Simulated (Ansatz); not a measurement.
# Li on Rh(111): change of the work function

How does Li on the fcc site change the work function of Rh(111) as the layer fills?

Method: plane-wave DFT, PBE, Ansatz PAW, in Ansatz 0.2.0.

### 1. Set-up

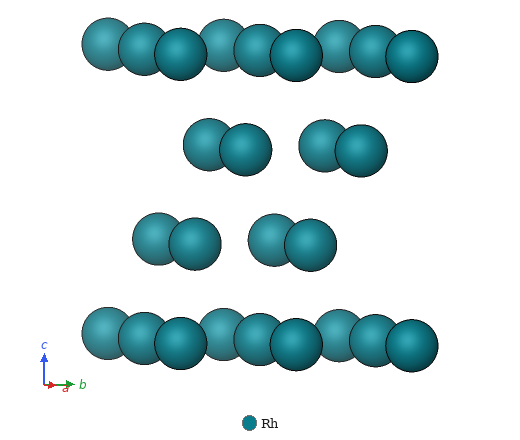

Start, viewed from the side, with the c axis up; rhodium blue. 2×2×1 cells are drawn. Some periodic images of atoms are drawn too.

The cell holds 4 atoms: 4 Rh. Cell: a = 2.687 Å, b = 2.687 Å, c = 24.582 Å, α = 90.0°, β = 90.0°, γ = 60.0°. Vacuum lies along c.

### 2. The clean slab

The bare slab comes first, as the zero from which every change is counted. The two lowest layers are held at bulk places and the upper ones relax. The dipole correction removes the false field that a one-sided slab makes across the periodic vacuum, so each face gets a flat vacuum level of its own.

Contents of input.yaml:

```yaml
crystal:
  lattice:
    - [2.6870057685, 0.0, 0.0]
    - [1.3435028843, 2.3270152556, 0.0]
    - [0.0, 0.0, 24.5817930688]
  atoms:
    - { symbol: Rh, position: [0.0, 0.0, 0.3661246344] }
    - { symbol: Rh, position: [0.3333333333, 0.3333333333, 0.4553748781] }
    - { symbol: Rh, position: [0.6666666667, 0.6666666667, 0.5446251219] }
    - { symbol: Rh, position: [0.0, 0.0, 0.6338753656] }
kpoints:
  mp_grid: { grid: [12, 12, 1] }
hamiltonian:
  xc: pbe
scf:
  occupations: { method: fermi_dirac, width: 0.1 }
  convergence: { dr2_threshold: 1.0e-08 }
efield:
  axis: 3
  dipole_correction: true
  ramp_position: 0.97
  ramp_width: 0.06
relax:
  f_tol: 0.02
  max_steps: 60
  constraints: [{ sites: [0, 1] }]
output:
  write_potential: true
  write_density: true
  volumetric_format: npy
```

On the command line:

```bash
ansatz run input.yaml --threads 4 --pin off --max-ram 6144MiB --backend cpu --events-out ev --progress --plain --runs-dir out
```

Numbers of over 12 decimals in the logs are rounded to 6 here.

The program printed:

```text
Engine: ansatz 0.2.0, x86_64-unknown-linux-gnu
Pseudopotentials: kind: paw
Pseudopotential: Rh, paw, valence charge 17, recommended cutoff 420 eV (normal), Rh.paw.azcp
Functional definition: PBE
  parameter kappa = 0.804
  parameter beta = 0.066725
  exchange = pbe_x(kappa = kappa, mu = beta*pi^2/3)
  correlation = pbe_c(beta = beta)
Crystal: 4 atoms, lattice volume = 153.703 Å³
Basis set: ecut = 420 eV, 3065 PW (Γ), exchange–correlation on 36×36×360 points (8 copies of the dense FFT grid, shifted against one another)
Bands: 41, of which v1, the nominal top of the filled ones, is band 34 counted from 1 (33 counted from 0)
Symmetry: 6 space group operations
k-points: 19 of 144 (time reversal used)
Non-local potential: Rh, projectors of the file, l = 0: 3, l = 1: 2, l = 2: 2, l = 3: 1
PAW form: soft (Blöchl's): semilocal exchange-correlation on the pseudo side does not see the compensation charge
PAW one-centre angular grid: Rh, 590 points (default); XC on 64 Gauss nodes
Initial density: superposition of atomic densities (neutral atoms: chi_scale 0, normalization atom), corrected by the library's trained network
Initial wavefunctions: pseudopotential atomic-orbital guess
Functional: x = pbe(κ = 0.804, μ = 0.219515), c = pbe(β = 0.066725)
SCF iter   1: F=—  HF=-25610.048057 eV  |F-HF|=—  |Δ(HF+E_count)|=         —  Δρ=3.00e-3  dr2=7.23e-3  ethr=1.77e-3  p=0.000 e·Å  D=1.39e-13 V/Å  ΔV_dip=-0.00 eV  dr2_dipole=1.99e-7  V_vac-E_F(+/−)=4.98/4.98 eV  ⟨swp⟩=8.3  Hψ=3723  notcnv=0  defer=3
efield: sawtooth ramp at fractional position 0.9700 (set: `efield.ramp_position`, or a place that a band, a saddle search or an elastic batch's reference lends), width 0.0600; the density the first Hamiltonian is built on has a dipole p = 0.000 e·Å; the dipole correction subtracts the counter field D = 1.39e-13 V/Å, which shifts the + side's vacuum level by -0.00 eV against the − side's; the planar-averaged density in the ramp window peaks in size at 3.7e-6 e/Å³
preconditioner: auto → LDOS  [metal: Δε(μ)=0.005 eV  Ē_g=5.586 eV  σ=0.100 eV  W_gap=0.01  n_scr=18 (ndim 8)  ℏωp=18.0 eV  f_vac=0.588  D(μ)=6.30/eV (n_scr^D=38)  β→1.0]
SCF iter   2: F=—  HF=-25610.050251 eV  |F-HF|=—  |Δ(HF+E_count)|=   2.19e-3  Δρ=1.42e-3  dr2=2.83e-3  ethr=1.06e-5  p=0.000 e·Å  D=2.16e-5 V/Å  ΔV_dip=-0.00 eV  dr2_dipole=2.85e-7  V_vac-E_F(+/−)=5.18/5.18 eV  ⟨swp⟩=3.2  Hψ=1977  notcnv=0  defer=5
SCF iter   3: F=—  HF=-25610.049788 eV  |F-HF|=—  |Δ(HF+E_count)|=   4.63e-4  Δρ=6.39e-4  dr2=1.01e-3  ethr=4.16e-6  p=0.000 e·Å  D=7.89e-6 V/Å  ΔV_dip=-0.00 eV  dr2_dipole=2.52e-8  V_vac-E_F(+/−)=5.16/5.16 eV  ⟨swp⟩=3.1  Hψ=1661  notcnv=0  defer=5
SCF iter   4: F=—  HF=-25610.049605 eV  |F-HF|=—  |Δ(HF+E_count)|=   1.83e-4  Δρ=2.42e-4  dr2=8.23e-5  ethr=1.49e-6  p=0.000 e·Å  D=4.71e-6 V/Å  ΔV_dip=-0.00 eV  dr2_dipole=5.91e-10  V_vac-E_F(+/−)=5.17/5.17 eV  ⟨swp⟩=2.0  Hψ=1119  notcnv=0  defer=5
SCF iter   5: F=—  HF=-25610.049589 eV  |F-HF|=—  |Δ(HF+E_count)|=   1.54e-5  Δρ=6.97e-5  dr2=8.06e-6  ethr=1.21e-7  p=0.000 e·Å  D=3.22e-6 V/Å  ΔV_dip=-0.00 eV  dr2_dipole=2.85e-10  V_vac-E_F(+/−)=5.17/5.17 eV  ⟨swp⟩=2.5  Hψ=1423  notcnv=0  defer=5
SCF iter   6: F=—  HF=-25610.049590 eV  |F-HF|=—  |Δ(HF+E_count)|=   4.65e-7  Δρ=1.34e-5  dr2=5.18e-7  ethr=1.18e-8  p=0.000 e·Å  D=1.22e-6 V/Å  ΔV_dip=-0.00 eV  dr2_dipole=2.03e-11  V_vac-E_F(+/−)=5.17/5.17 eV  ⟨swp⟩=2.1  Hψ=1268  notcnv=0  defer=5
SCF iter   7: F=—  HF=-25610.049590 eV  |F-HF|=—  |Δ(HF+E_count)|=   2.80e-7  Δρ=5.15e-6  dr2=1.24e-7  ethr=7.62e-10  p=0.000 e·Å  D=5.86e-7 V/Å  ΔV_dip=-0.00 eV  dr2_dipole=8.88e-12  V_vac-E_F(+/−)=5.17/5.17 eV  ⟨swp⟩=3.3  Hψ=1737  notcnv=0  defer=5
SCF iter   8: F=—  HF=-25610.049590 eV  |F-HF|=—  |Δ(HF+E_count)|=   5.12e-8  Δρ=1.84e-6  dr2=1.44e-8  ethr=1.82e-10  p=0.000 e·Å  D=2.18e-7 V/Å  ΔV_dip=-0.00 eV  dr2_dipole=2.81e-12  V_vac-E_F(+/−)=5.17/5.17 eV  ⟨swp⟩=2.1  Hψ=960  notcnv=0  defer=5
SCF iter   9: F=-25610.049590 eV  HF=-25610.049590 eV  |F-HF|=3.09e-9  |Δ(HF+E_count)|=   5.53e-9  Δρ=5.60e-7  dr2=7.93e-10  ethr=1.47e-11  p=0.000 e·Å  D=8.84e-8 V/Å  ΔV_dip=-0.00 eV  dr2_dipole=2.62e-13  V_vac-E_F(+/−)=5.17/5.17 eV  ⟨swp⟩=9.8  Hψ=5442  notcnv=0
SCF 1 converged in 9 iterations: F = -25610.049590 eV  dr2 = 7.93e-10
  greatest PAW one-centre occupation: 1.000 electrons in one spin orbital (limit 2), on the Rh atom at site 2 (counted from 0), in its partial waves of l = 0
relax step   1: F+E_penalty+E_count = -25610.04959025 eV  Δ(F+E_penalty+E_count) = +0.000e0 eV  max|allowed force component| = 3.499e-2 eV/Å  Δτ_max = 0.0000 Å  (9 SCF iters, accepted)
Initial density: handed on by an earlier stage of this run
Initial wavefunctions: those handed on with the density
iter 1 solved again at ethr=2.02e-5 eV; its pass at ethr=3.10e-3 eV (dr2=1.37e-2 eV) is discarded
SCF iter   1: F=—  HF=-25610.049954 eV  |F-HF|=—  |Δ(HF+E_count)|=         —  Δρ=1.41e-3  dr2=1.32e-2  ethr=2.02e-5  p=-0.000 e·Å  D=-1.47e-8 V/Å  ΔV_dip=0.00 eV  dr2_dipole=4.55e-3  V_vac-E_F(+/−)=5.17/5.17 eV  ⟨swp⟩=1.3  Hψ=2099  notcnv=0  defer=5
efield: sawtooth ramp at fractional position 0.9700 (set: `efield.ramp_position`, or a place that a band, a saddle search or an elastic batch's reference lends), width 0.0600; the density the first Hamiltonian is built on has a dipole p = -0.000 e·Å; the dipole correction subtracts the counter field D = -1.47e-8 V/Å, which shifts the + side's vacuum level by +0.00 eV against the − side's; the planar-averaged density in the ramp window peaks in size at 1.1e-6 e/Å³
preconditioner: auto → LDOS  [metal: Δε(μ)=0.011 eV  Ē_g=5.583 eV  σ=0.100 eV  W_gap=0.03  n_scr=18 (ndim 8)  ℏωp=18.0 eV  f_vac=0.589  D(μ)=6.28/eV (n_scr^D=38)  β→1.0]
SCF iter   2: F=—  HF=-25610.049808 eV  |F-HF|=—  |Δ(HF+E_count)|=   1.46e-4  Δρ=5.73e-4  dr2=4.48e-4  ethr=1.95e-5  p=-0.000 e·Å  D=-7.30e-5 V/Å  ΔV_dip=0.00 eV  dr2_dipole=6.03e-5  V_vac-E_F(+/−)=5.17/5.17 eV  ⟨swp⟩=1.3  Hψ=785  notcnv=0  defer=5
SCF iter   3: F=—  HF=-25610.049718 eV  |F-HF|=—  |Δ(HF+E_count)|=   9.03e-5  Δρ=3.44e-4  dr2=2.78e-4  ethr=6.58e-7  p=0.000 e·Å  D=3.36e-4 V/Å  ΔV_dip=-0.01 eV  dr2_dipole=5.68e-5  V_vac-E_F(+/−)=5.16/5.17 eV  ⟨swp⟩=3.8  Hψ=1937  notcnv=0  defer=5
SCF iter   4: F=—  HF=-25610.049673 eV  |F-HF|=—  |Δ(HF+E_count)|=   4.46e-5  Δρ=4.06e-5  dr2=4.97e-6  ethr=4.09e-7  p=0.000 e·Å  D=1.14e-4 V/Å  ΔV_dip=-0.00 eV  dr2_dipole=1.05e-8  V_vac-E_F(+/−)=5.17/5.17 eV  ⟨swp⟩=2.0  Hψ=1120  notcnv=0  defer=5
SCF iter   5: F=—  HF=-25610.049673 eV  |F-HF|=—  |Δ(HF+E_count)|=   4.88e-7  Δρ=1.60e-5  dr2=7.23e-7  ethr=7.30e-9  p=0.000 e·Å  D=1.16e-4 V/Å  ΔV_dip=-0.00 eV  dr2_dipole=1.39e-8  V_vac-E_F(+/−)=5.17/5.17 eV  ⟨swp⟩=3.6  Hψ=1778  notcnv=0  defer=5
SCF iter   6: F=—  HF=-25610.049674 eV  |F-HF|=—  |Δ(HF+E_count)|=   4.90e-7  Δρ=5.87e-6  dr2=1.10e-7  ethr=1.06e-9  p=0.000 e·Å  D=1.19e-4 V/Å  ΔV_dip=-0.00 eV  dr2_dipole=8.32e-9  V_vac-E_F(+/−)=5.17/5.17 eV  ⟨swp⟩=2.1  Hψ=1045  notcnv=0  defer=5
SCF iter   7: F=-25610.049674 eV  HF=-25610.049674 eV  |F-HF|=3.72e-8  |Δ(HF+E_count)|=   1.27e-7  Δρ=1.68e-6  dr2=5.92e-9  ethr=1.47e-11  p=0.000 e·Å  D=1.18e-4 V/Å  ΔV_dip=-0.00 eV  dr2_dipole=1.28e-11  V_vac-E_F(+/−)=5.17/5.17 eV  ⟨swp⟩=8.8  Hψ=6143  notcnv=0
SCF 2 converged in 7 iterations: F = -25610.049674 eV  dr2 = 5.92e-9
relax step   2: F+E_penalty+E_count = -25610.04967410 eV  Δ(F+E_penalty+E_count) = -8.384e-5 eV  max|allowed force component| = 2.244e-2 eV/Å  Δτ_max = 0.0127 Å  (7 SCF iters, accepted)
SCF iter   1: F=—  HF=-25610.049758 eV  |F-HF|=—  |Δ(HF+E_count)|=         —  Δρ=5.17e-4  dr2=1.81e-3  ethr=2.64e-5  p=0.000 e·Å  D=1.18e-4 V/Å  ΔV_dip=-0.00 eV  dr2_dipole=6.21e-4  V_vac-E_F(+/−)=5.17/5.17 eV  ⟨swp⟩=2.1  Hψ=1238  notcnv=0  defer=5
efield: sawtooth ramp at fractional position 0.9700 (set: `efield.ramp_position`, or a place that a band, a saddle search or an elastic batch's reference lends), width 0.0600; the density the first Hamiltonian is built on has a dipole p = 0.000 e·Å; the dipole correction subtracts the counter field D = 1.18e-4 V/Å, which shifts the + side's vacuum level by -0.00 eV against the − side's; the planar-averaged density in the ramp window peaks in size at 9.0e-7 e/Å³
preconditioner: auto → LDOS  [metal: Δε(μ)=0.011 eV  Ē_g=5.578 eV  σ=0.100 eV  W_gap=0.03  n_scr=18 (ndim 8)  ℏωp=18.0 eV  f_vac=0.589  D(μ)=6.28/eV (n_scr^D=38)  β→1.0]
SCF iter   2: F=—  HF=-25610.049744 eV  |F-HF|=—  |Δ(HF+E_count)|=   1.35e-5  Δρ=1.96e-4  dr2=5.12e-5  ethr=2.66e-6  p=0.000 e·Å  D=1.57e-4 V/Å  ΔV_dip=-0.00 eV  dr2_dipole=7.87e-6  V_vac-E_F(+/−)=5.17/5.17 eV  ⟨swp⟩=1.2  Hψ=936  notcnv=0  defer=5
SCF iter   3: F=—  HF=-25610.049729 eV  |F-HF|=—  |Δ(HF+E_count)|=   1.48e-5  Δρ=1.13e-4  dr2=3.33e-5  ethr=7.53e-8  p=0.000 e·Å  D=2.76e-6 V/Å  ΔV_dip=-0.00 eV  dr2_dipole=7.51e-6  V_vac-E_F(+/−)=5.17/5.17 eV  ⟨swp⟩=3.4  Hψ=1737  notcnv=0  defer=5
SCF iter   4: F=—  HF=-25610.049724 eV  |F-HF|=—  |Δ(HF+E_count)|=   5.52e-6  Δρ=1.39e-5  dr2=6.44e-7  ethr=4.90e-8  p=0.000 e·Å  D=7.60e-5 V/Å  ΔV_dip=-0.00 eV  dr2_dipole=1.22e-8  V_vac-E_F(+/−)=5.17/5.17 eV  ⟨swp⟩=2.0  Hψ=1111  notcnv=0  defer=5
SCF iter   5: F=—  HF=-25610.049722 eV  |F-HF|=—  |Δ(HF+E_count)|=   2.25e-6  Δρ=5.64e-6  dr2=9.34e-8  ethr=9.47e-10  p=0.000 e·Å  D=7.49e-5 V/Å  ΔV_dip=-0.00 eV  dr2_dipole=3.83e-9  V_vac-E_F(+/−)=5.17/5.17 eV  ⟨swp⟩=3.6  Hψ=1646  notcnv=0  defer=5
SCF iter   6: F=—  HF=-25610.049722 eV  |F-HF|=—  |Δ(HF+E_count)|=   1.30e-7  Δρ=1.95e-6  dr2=1.18e-8  ethr=1.37e-10  p=0.000 e·Å  D=7.30e-5 V/Å  ΔV_dip=-0.00 eV  dr2_dipole=7.96e-10  V_vac-E_F(+/−)=5.17/5.17 eV  ⟨swp⟩=2.2  Hψ=1084  notcnv=0  defer=5
SCF iter   7: F=-25610.049722 eV  HF=-25610.049722 eV  |F-HF|=9.66e-9  |Δ(HF+E_count)|=   1.96e-8  Δρ=6.18e-7  dr2=1.02e-9  ethr=1.47e-11  p=0.000 e·Å  D=7.30e-5 V/Å  ΔV_dip=-0.00 eV  dr2_dipole=1.28e-12  V_vac-E_F(+/−)=5.17/5.17 eV  ⟨swp⟩=9.8  Hψ=5447  notcnv=0
SCF 3 converged in 7 iterations: F = -25610.049722 eV  dr2 = 1.02e-9
relax step   3: F+E_penalty+E_count = -25610.04972167 eV  Δ(F+E_penalty+E_count) = -4.757e-5 eV  max|allowed force component| = 3.972e-4 eV/Å  Δτ_max = 0.0047 Å  (7 SCF iters, accepted)
NSCF: frozen V_eff on 19 k-points
the band table was solved once a step of the walk had ended and its energy, with any forces and stress, was formed, with the checks that follow a solve (3905 applications of the Hamiltonian). They found nothing against the state; the energy, forces and stress were not computed again (output.eigenvalues in the input reference)
WARN: The output density's exchange-correlation potential varies sharply where the density is thin. Do not read a vacuum level from v_tot or v_xc, or from such a field of the output density. On a cell that repeats whose density bears no net charge and no dipole along the vacuum's axis use v_es (v_loc + v_h of the components); under efield.dipole_correction with no amplitude use v_es + v_field, which holds any externa [...]
SCF converged after 7 iterations
Free energy (F): -25610.049722 eV
Harris-Foulkes:  -25610.049722 eV  (|F-HF|=9.66e-9)
Internal energy: -25609.837670 eV  (E = F + TS)
E sigma→0 (E₀):  -25609.943696 eV
Entropy (-TS):   -0.212052 eV (-53.013 meV/atom)
Fermi energy:    4.706112 eV
Dipole field:    D = 0.000071 V/Å  (p = 0.000061 e·Å, saw-weighted, corrected)
Work function:   Φ+ = 5.1674 eV   Φ− = 5.1692 eV
Levels:          The Fermi level and band energies are counted from a zero that moves with the ramp; work functions are not
--- Per-component energies (eV) ---
  E_band       = -1526.571700
  E_kinetic    = 2290.090188
  E_local      = -122491.003680  (includes V_loc(G=0)·N_el)
  E_nonlocal   = 1421.302649
  E_hartree    = 59724.727831
  E_xc         = -884.908045
  E_vxc        = -1110.509521  (∫ρ·V_xc dr)
  E_paw        = -14348.611590  (= ΣΔE_a)
  E_vpaw       = -1085.912725  (= ΣTr[D̂ρ^β])
  E_aug_tail   = 0.003404  (compensation charges beyond the density's cutoff)
  E_efield     = 0.000000  (sawtooth field / dipole correction)
  E_vefield    = 0.000014  (∫n·V_field dr)
  E_ewald      = 48678.561573
  E_smearing   = -0.212052  (= −TS)
  E_closure    = -0.000000  (closes the sum)
  Σ components = -25610.049722   (vs F -25610.049722, Δ=0.00e0)
--- Forces (eV/Å), atoms counted from 1 ---
  atom   1  Rh    -0.00000000     0.00000000     0.03097956
  atom   2  Rh     0.00000000    -0.00000000    -0.03084733
  atom   3  Rh    -0.00000000     0.00000000    -0.00039719
  atom   4  Rh    -0.00000000    -0.00000000     0.00027301
  max |Σ_I F_I| component: 8.05e-6 eV/Å
--- Band table (eV; the first three rows and the last of 19) ---
  k-point 0: bands = [... 30 lower, 2.7526, 3.6994, 3.6994, 3.9980, 3.9980, 4.7099, 4.7099, 4.8205, ... 3 higher]
  k-point 1: bands = [... 30 lower, 2.5536, 3.5756, 3.5774, 3.8488, 4.0260, 4.1381, 4.5315, 4.7073, ... 3 higher]
  k-point 2: bands = [... 30 lower, 2.9651, 3.0842, 3.3252, 3.5013, 3.8110, 4.0323, 4.6964, 5.0882, ... 3 higher]
  k-point 18: bands = [... 30 lower, 3.6443, 3.6486, 4.5244, 4.8653, 4.9521, 4.9529, 11.6585, 11.8523, ... 3 higher]
--- Relaxed structure (3 steps of the walk, 3 accepted, 0 SCFs on fresh bases) ---
  F+E_penalty+E_count = -25610.04972167 eV   max|allowed force component| = 3.972e-4 eV/Å
  atoms:
    - { symbol: Rh, position: [0.0, 0.0, 0.3661246344] }
    - { symbol: Rh, position: [0.333333, 0.333333, 0.455375] }
    - { symbol: Rh, position: [0.666667, 0.666667, 0.544472] }
    - { symbol: Rh, position: [0, 0, 0.633551] }
```

Wall time 24 s (4 threads of AMD EPYC (Zen 3), shared host); peak memory 0.51 GiB.

Relaxation path:

```
step  energy less that of the first step (eV)  largest force component (eV/Å)
   1                                   0.0000                          0.0350
   2                                  -0.0001                          0.0224
   3                                  -0.0001                          0.0004
```

The run keeps the 6 symmetry operations that it works with, so distortions that break them were not tested.

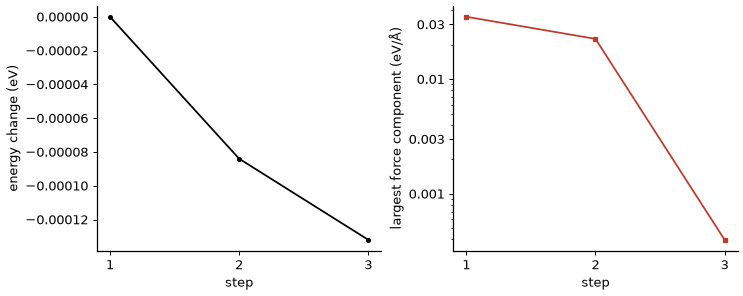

Energy and largest force along the relaxation.

Final coordinates:

```xyz
4
Lattice="2.6870 0.0000 0.0000 1.3435 2.3270 0.0000 0.0000 0.0000 24.5818" Properties=species:S:1:pos:R:3
Rh    0.0000    0.0000    9.0000
Rh    1.3435    0.7757   11.1939
Rh    2.6870    1.5513   13.3841
Rh    0.0000    0.0000   15.5738
```

This step gave:

* energy at zero smearing: -25609.9437 eV
* work function, upper face: 5.167 eV
* dipole along the normal: 6.05e-5 e·Å

Running mean over 2.194 Å of the planar mean; the ramp of the sawtooth is left out. The electron's electrostatic potential energy less the Fermi level by z:

```
z (Å)  electron's electrostatic potential energy less the Fermi level (eV)
    4                                                                 5.17
    6                                                                 5.10
    8                                                                -5.57
   10                                                                -13.1
   12                                                                -13.3
   14                                                                -13.2
   16                                                                -11.5
   18                                                                 4.85
   20                                                                 5.17
```

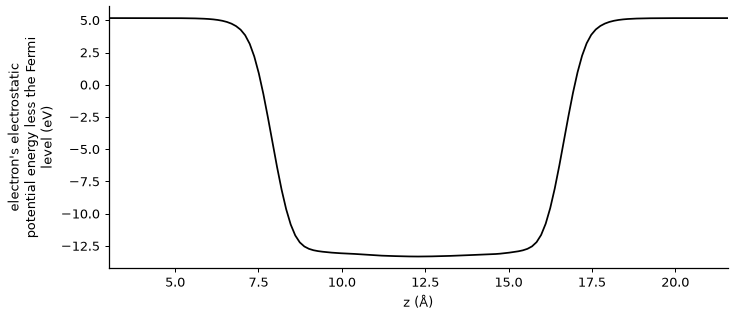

Electron's electrostatic potential energy less the Fermi level, plotted against z.

The relaxation took 3 steps and lowered the energy by 1.3e-4 eV; the largest force on the free atoms ends at 4.0e-4 eV/Å.

The work function of the upper face is 5.17 eV.

(Part 1 of 3 ends here.)

[Logs are printed without paths, hosts, clocks, repeated set-up lines and the standing remarks that a program may print on its own settings, such as how far it seeks lower states.]

[Hosts, paths, dates, database ids (printed as entryN), source tags and the programs' standing remarks are cut or masked in the printed files.]

[Maps of the electrostatic potential energy from Ansatz leave out the sawtooth potential of an applied field or a dipole correction, so their vacuum need not be flat; planar profiles and work functions include it.]
